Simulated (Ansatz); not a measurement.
# CH6FPSi (SMILES C[SiH](F)P): what the fields show

```xyz
10

C     0.0398    1.3607    0.1019
Si   -0.3204   -0.3848    0.6698
F     0.4729   -0.6242    2.0660
P     0.3171   -2.0555   -0.7333
H    -0.4984    1.5924   -0.8202
H    -0.2694    2.0851    0.8593
H     1.1046    1.5095   -0.0873
H    -1.7656   -0.5634    0.9471
H    -0.4909   -1.5719   -1.8039
H     1.4935   -1.3990   -1.1965
```

Theory: RKS B3LYP/def2-mTZVP in Ansatz 0.2.0.

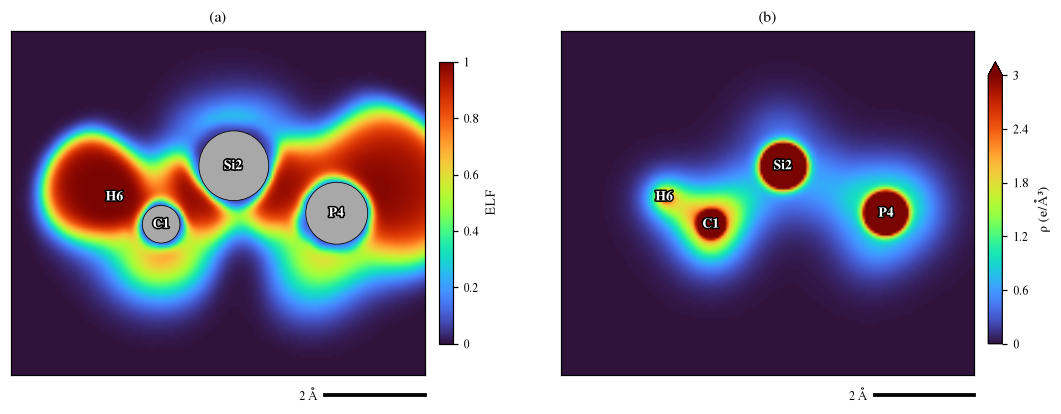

Figure 1. (a) ELF; (b) total electron density on the plane of atoms Si2, C1 and H6. Grey discs cover the atomic cores in the ELF map.

### Describe what can be read from this map.

- Atoms in the plane: C, Si, P and H.
- C–Si (1.87 Å): the density is about 0.98 e/Å³ at the midpoint; the ELF peaks at about 0.95 between the atoms: a covalent bond.
- Si–P (2.27 Å): the density is about 0.71 e/Å³ at the midpoint; the ELF peaks at about 0.95 between the atoms (localised, covalent bonding).
- C–H (1.09 Å): the density is about 1.9 e/Å³ at the midpoint; the ELF climbs to about 1 towards the hydrogen, as it does in any bond to H (an ordinary covalent bond to hydrogen).
- The ELF also peaks beside P4, away from the bonds: lone-pair regions.

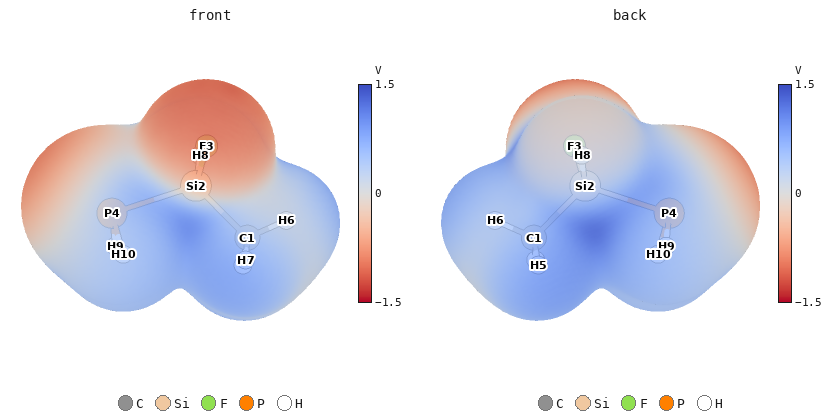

Figure 2. The electrostatic potential painted on the density surface at 0.001 e/bohr³, seen from the front and from behind; red is negative and blue positive.

### Describe the electrostatic potential map.

The most negative region (about −1.0 V) lies over F3, the most positive (about +1.2 V) over Si2.

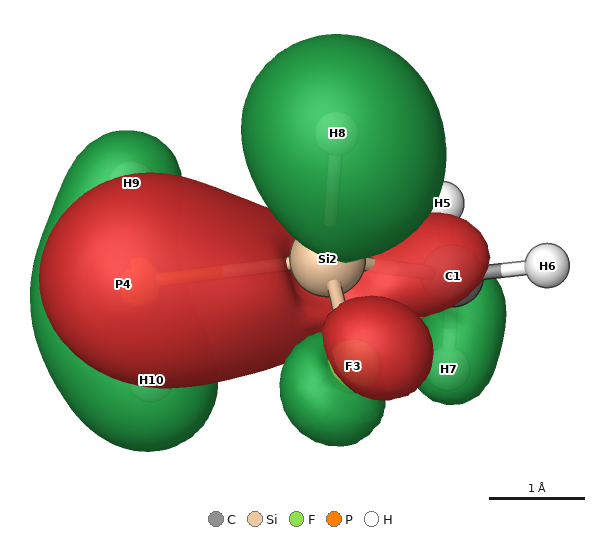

Figure 3. The HOMO−1 at ±0.1 Å⁻³ᐟ² (green and red are the two phases), seen from one side.

### What is the character of this orbital?

By Hirshfeld shares it lies mainly on P4 (about 30 %), Si2 (about 20 %), H8 (about 20 %), F3 (about 10 %) and H10 (about 5 %). Its energy is −8.96 eV.
